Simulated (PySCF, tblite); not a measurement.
# C₄H₁₁NO₂Si: geometry, infrared bands and NMR shifts

Wanted: the infrared bands and NMR shifts of C₄H₁₁NO₂Si (`C=C(C)[Si@@](N)(O)OC`), by calculation.

Computed with tblite 0.8.0 and PySCF 2.14.0, with density-fitted response routines of our own, on a single molecule in the gas phase. Atoms count from 0, in the outputs and in this text.

## (1) The starting structure

19 atoms, charge 0, multiplicity 1; geometry from: force field or distance geometry start.

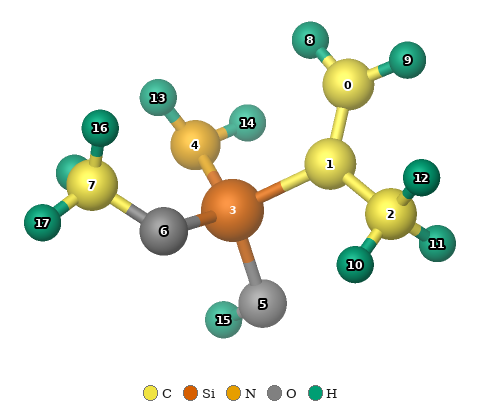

As it starts; carbon yellow, silicon orange, nitrogen amber, oxygen grey, hydrogen teal, atoms numbered; sticks join atoms by distance.

## (2) Optimising the geometry with GFN2-xTB

The job: settings as JSON, then the geometry in Å.

```
{"job": {"kind": "relax", "xc": "GFN2-xTB", "basis": "xTB"}, "charge": 0, "multiplicity": 1}
C     -1.632400    -0.975400     1.040200
C     -1.262800     0.061600     0.299900
C     -2.167300     1.239100     0.293600
Si     0.335300     0.062800    -0.662700
N      0.828500    -1.626000    -0.877800
O     -0.087000     0.716500    -2.201400
O      1.501200     1.072700     0.014800
C      2.611400     0.445700     0.535400
H     -1.078100    -1.897000     1.151600
H     -2.593900    -0.920100     1.593700
H     -1.529100     2.120800     0.091100
H     -2.909200     1.169600    -0.540100
H     -2.667300     1.395700     1.276400
H      1.393800    -2.007800    -0.114300
H     -0.047100    -2.175200    -1.010400
H      0.532800     0.389100    -2.881100
H      2.449000     0.194400     1.594500
H      3.460500     1.169400     0.484500
H      2.851800    -0.426600    -0.095300
```

Started as:

```console
$ OMP_NUM_THREADS=1 python probes_run.py task.json out
```

This one command runs all jobs of the session in turn.

**Question.** This job is followed by: GFN2-xTB harmonic vibrations, gas phase; GIAO PBE0/pcSseg-1 NMR shielding, non-relativistic, gas phase. What will the session give for the following? strongest single infrared mode (GFN2-xTB); zero-point energy (GFN2-xTB); 13C shifts against TMS (PBE0/pcSseg-1); 1H shifts against TMS (PBE0/pcSseg-1, means over atoms taken as alike); 29Si shifts against TMS (PBE0/pcSseg-1); 15N shifts against NH3 (PBE0/pcSseg-1); 17O shifts against H2O (PBE0/pcSseg-1).

The runs gave:

| quantity | value |
| --- | --- |
| strongest single infrared mode (GFN2-xTB) | 864 cm⁻¹, 322 km/mol |
| zero-point energy (GFN2-xTB) | 94.3 kcal/mol |
| 13C shifts against TMS (PBE0/pcSseg-1) | 154.2, 133.8, 51.1, 27.0 ppm |
| 1H shifts against TMS (PBE0/pcSseg-1, means over atoms taken as alike) | 5.97, 5.35, 3.67, 2.04, 2.03, 0.58 ppm |
| 29Si shifts against TMS (PBE0/pcSseg-1) | -41.2 ppm |
| 15N shifts against NH3 (PBE0/pcSseg-1) | 21.1 ppm |
| 17O shifts against H2O (PBE0/pcSseg-1) | 48.6, 25.1 ppm |

What this shows: Over 131 steps the energy fell by 0.714 eV; of the close pairs, Si3–O5 changed most, 1.724 to 1.621 Å. No mode is imaginary among the 51: a minimum at this level. The strongest single mode, at 864 cm⁻¹, moves mainly H15. Unscaled tight-binding wavenumbers are off by several per cent, some by more. Its intensities can rank the bands wrongly. The most deshielded carbon is C1 (fully substituted alkene carbon), at 154.2 ppm: as expected for a trigonal carbon in a double bond. At PBE0/pcSseg-1: The largest span, 250 ppm, is at C1, where the paramagnetic term is -235 ppm.
